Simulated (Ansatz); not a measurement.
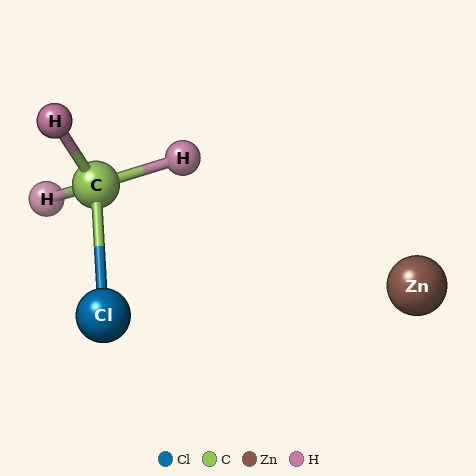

Distant atoms are faded towards the background colour. The geometry was computed by an optimisation with PBE0-D4/def2-TZVP. No frequency run is at hand to confirm it as a minimum.

Which symmetry elements does this geometry have?

It has 1 mirror plane, so the point group is Cs. The group has 2 operations. The geometry is achiral, and symmetry allows a dipole moment.
